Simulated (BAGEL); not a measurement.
**RI-MP2/cc-pVDZ (density fitting with qzvpp-jkfit) run of C2H3FGe (SMILES C#[C][GeH2][F])**

Aim: the energy change on altering one bond length of C2H3FGe at RI-MP2/cc-pVDZ (density fitting with qzvpp-jkfit), from 2 runs. 

The calculation is run with BAGEL 1.2.2.

2 further runs of the same task are left out: 2 set aside as unsound or not needed. Runs told in other sessions of the task aren't counted.

### 1 The molecule

C2H3FGe: 7 atoms, total charge 0, spin state singlet. As SMILES, `C#[C][GeH2][F]`. The coordinates come from a PBE0-D4/def2-TZVP relaxation.

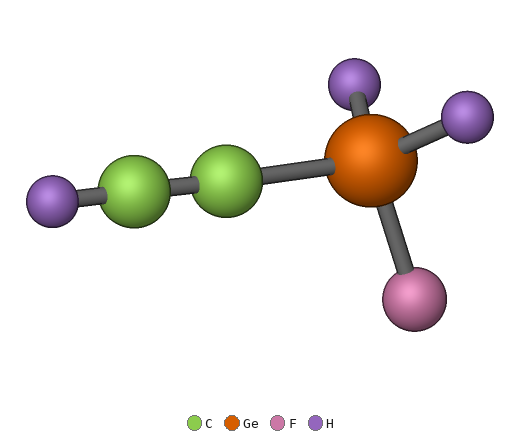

Viewed from a chosen angle; carbon green, germanium orange, fluorine pink, hydrogen purple.

### 2 A single-point energy at RI-MP2/cc-pVDZ (density fitting with qzvpp-jkfit)

Input file input.json:

```json
{ "bagel" : [

{
  "title" : "molecule",
  "basis" : "cc-pvdz.json",
  "df_basis" : "qzvpp-jkfit",
  "angstrom" : true,
  "geometry" : [
    { "atom" : "C", "xyz" : [    1.589600,   -1.011400,    0.749400 ] },
    { "atom" : "C", "xyz" : [    0.653200,   -0.399300,    0.302800 ] },
    { "atom" : "Ge", "xyz" : [   -0.795200,    0.603200,   -0.384600 ] },
    { "atom" : "F", "xyz" : [   -1.928600,   -0.538300,   -1.040400 ] },
    { "atom" : "H", "xyz" : [    2.414700,   -1.560800,    1.142300 ] },
    { "atom" : "H", "xyz" : [   -1.525800,    1.349500,    0.733200 ] },
    { "atom" : "H", "xyz" : [   -0.346600,    1.489200,   -1.548300 ] }
  ]
},
{
  "title" : "hf"
},
{
  "title" : "mp2",
  "ncore" : 12
}

]}
```

The basis set cc-pVDZ is read from a file made from the Basis Set Exchange's data (not shown).

Run with:

```
$ BAGEL_NUM_THREADS=1 BAGEL input.json > input.out
```

What it wrote:

```text
* using 1 threads per process

  ===============================================================
  ===============================================================

  *** Geometry ***

  { "atom" : "C", "xyz" : [      3.003909,     -1.911269,      1.416161 ] },
  { "atom" : "C", "xyz" : [      1.234369,     -0.754568,      0.572209 ] },
  { "atom" : "Ge", "xyz" : [     -1.502710,      1.139883,     -0.726789 ] },
  { "atom" : "F", "xyz" : [     -3.644526,     -1.017240,     -1.966071 ] },
  { "atom" : "H", "xyz" : [      4.563122,     -2.949485,      2.158634 ] },
  { "atom" : "H", "xyz" : [     -2.883344,      2.550185,      1.385547 ] },
  { "atom" : "H", "xyz" : [     -0.654979,      2.814180,     -2.925863 ] },

  Number of auxiliary basis functions:      547

  Since a DF basis is specified, we compute 2- and 3-index integrals:
    o Being stored without compression. Storage requirement is 0.031 GB

  Number of basis functions:       84
  Number of electrons      :       56

    * METHOD: MOLECULE                             0.28

  *** RHF ***

  === Nuclear Repulsion ===
   246.5685013891

      * DIIS with orbital gradients will be used.

  === RHF iteration (cc-pvdz.json) ===
      0      -2252.03514905          0.01556324           0.09
      1      -2252.16741512          0.00922953           0.08
      2      -2252.22999134          0.00168089           0.08
      3      -2252.23198258          0.00063469           0.08
      4      -2252.23221814          0.00013301           0.08
      5      -2252.23222907          0.00003245           0.08
      6      -2252.23223007          0.00001033           0.08
      7      -2252.23223028          0.00000375           0.08
      8      -2252.23223030          0.00000188           0.08
      9      -2252.23223031          0.00000118           0.08
     10      -2252.23223031          0.00000046           0.08
     11      -2252.23223031          0.00000016           0.08
     12      -2252.23223031          0.00000005           0.08
     13      -2252.23223031          0.00000002           0.09
     14      -2252.23223031          0.00000000           0.09
    * SCF iteration converged.

    * Permanent dipole moment:
           (   -0.782391,    -0.536927,    -0.437351) a.u.

    * METHOD: HF                                   1.43

  *** RHF ***

  === Nuclear Repulsion ===
   246.5685013891

      * DIIS with orbital gradients will be used.

  === RHF iteration (cc-pvdz.json) ===
      0      -2252.23223031          0.00000000           0.08
    * SCF iteration converged.

    * Permanent dipole moment:
           (   -0.782391,    -0.536927,    -0.437351) a.u.

  === DF-MP2 calculation ===

    * freezing 12 orbitals
    * 3-index integral transformation done
    * assembly done

      MP2 correlation energy:   -0.5498475409      0.05

      MP2 total energy:       -2252.7820778510

    * METHOD: MP2                                  0.23

  ===============================================================
```

It took 2.1 s on 1 thread of Arm Neoverse V2, shared host; peak memory 0.14 GiB.

### 3 The distorted shape at the same level

Input file input.json:

```json
{ "bagel": [

{
  "title": "molecule",
  "basis": "cc-pvdz.json",
  "df_basis": "qzvpp-jkfit",
  "angstrom": true,
  "geometry": [
    { "atom": "C", "xyz": [       0.599453,      -0.352102,       0.277907 ] },
    { "atom": "C", "xyz": [      -0.336947,       0.259998,      -0.168693 ] },
    { "atom": "Ge", "xyz": [      -1.785347,       1.262498,      -0.856093 ] },
    { "atom": "F", "xyz": [      -2.918747,       0.120998,      -1.511893 ] },
    { "atom": "H", "xyz": [       2.414700,      -1.560800,       1.142300 ] },
    { "atom": "H", "xyz": [      -2.515947,       2.008798,       0.261707 ] },
    { "atom": "H", "xyz": [      -1.336747,       2.148498,      -2.019793 ] }
  ]
},

{
  "title": "hf"
},

{
  "title": "mp2",
  "ncore": 12
}

]}
```

The basis set cc-pVDZ is read from a file made from the Basis Set Exchange's data (not shown).

Run with:

```
$ BAGEL_NUM_THREADS=1 BAGEL input.json > input.out
```

What it wrote:

```text
* using 1 threads per process

  ===============================================================
  ===============================================================

  *** Geometry ***

  { "atom" : "C", "xyz" : [      1.132802,     -0.665376,      0.525168 ] },
  { "atom" : "C", "xyz" : [     -0.636738,      0.491325,     -0.318784 ] },
  { "atom" : "Ge", "xyz" : [     -3.373817,      2.385775,     -1.617781 ] },
  { "atom" : "F", "xyz" : [     -5.515632,      0.228653,     -2.857064 ] },
  { "atom" : "H", "xyz" : [      4.563122,     -2.949485,      2.158634 ] },
  { "atom" : "H", "xyz" : [     -4.754451,      3.796078,      0.494555 ] },
  { "atom" : "H", "xyz" : [     -2.526086,      4.060073,     -3.816856 ] },

  Number of auxiliary basis functions:      547

  Since a DF basis is specified, we compute 2- and 3-index integrals:
    o Being stored without compression. Storage requirement is 0.031 GB

  Number of basis functions:       84
  Number of electrons      :       56

    * METHOD: MOLECULE                             0.28

  *** RHF ***

  === Nuclear Repulsion ===
   243.2508099253

      * DIIS with orbital gradients will be used.

  === RHF iteration (cc-pvdz.json) ===
      0      -2251.72652276          0.01650598           0.09
      1      -2251.87605725          0.01206284           0.09
      2      -2251.97984292          0.00199837           0.08
      3      -2251.98279093          0.00143453           0.08
      4      -2251.98401782          0.00019292           0.09
      5      -2251.98407461          0.00005212           0.09
      6      -2251.98407818          0.00002154           0.08
      7      -2251.98407869          0.00000675           0.09
      8      -2251.98407873          0.00000323           0.09
      9      -2251.98407875          0.00000226           0.09
     10      -2251.98407876          0.00000136           0.08
     11      -2251.98407876          0.00000069           0.08
     12      -2251.98407876          0.00000028           0.08
     13      -2251.98407876          0.00000013           0.08
     14      -2251.98407876          0.00000006           0.08
     15      -2251.98407876          0.00000004           0.09
     16      -2251.98407876          0.00000003           0.08
     17      -2251.98407876          0.00000002           0.08
     18      -2251.98407876          0.00000001           0.08
    * SCF iteration converged.

    * Permanent dipole moment:
           (   -1.260699,    -0.213445,    -0.664810) a.u.

    * METHOD: HF                                   1.82

  *** RHF ***

  === Nuclear Repulsion ===
   243.2508099253

      * DIIS with orbital gradients will be used.

  === RHF iteration (cc-pvdz.json) ===
      0      -2251.98407876          0.00000001           0.08
    * SCF iteration converged.

    * Permanent dipole moment:
           (   -1.260699,    -0.213445,    -0.664810) a.u.

  === DF-MP2 calculation ===

    * freezing 12 orbitals
    * 3-index integral transformation done
    * assembly done

      MP2 correlation energy:   -0.5882974101      0.05

      MP2 total energy:       -2252.5723761713

    * METHOD: MP2                                  0.22

  ===============================================================
```

Run time: 2.5 s. Hardware: 1 thread of Arm Neoverse V2, shared host; peak memory 0.14 GiB.

### 4 Summary of results

At RI-MP2/cc-pVDZ (density fitting with qzvpp-jkfit), 12 core orbitals frozen:

| quantity | value |
| --- | --- |
| first shape: total energy | -2252.78208 Eh |
| first shape: correlation energy (12 core orbitals frozen) | -549.8 mEh |
| distorted shape: total energy | -2252.57238 Eh |
| distorted shape: correlation energy (12 core orbitals frozen) | -588.3 mEh |
| energy change with the C1–H5 bond stretched from 1.066 to 2.346 Å | 5.706 eV |

In words: One bond (distorted shape) is far stretched, which a spin-restricted single reference describes badly; perturbation theory on it can break down and give far too much correlation. With the C1–H5 bond stretched from 1.066 to 2.346 Å the energy rises by 5.71 eV (551 kJ/mol). The first shape isn't relaxed at this level, so the change isn't measured from a minimum. A restricted reference can't describe the breaking bond well at this length.
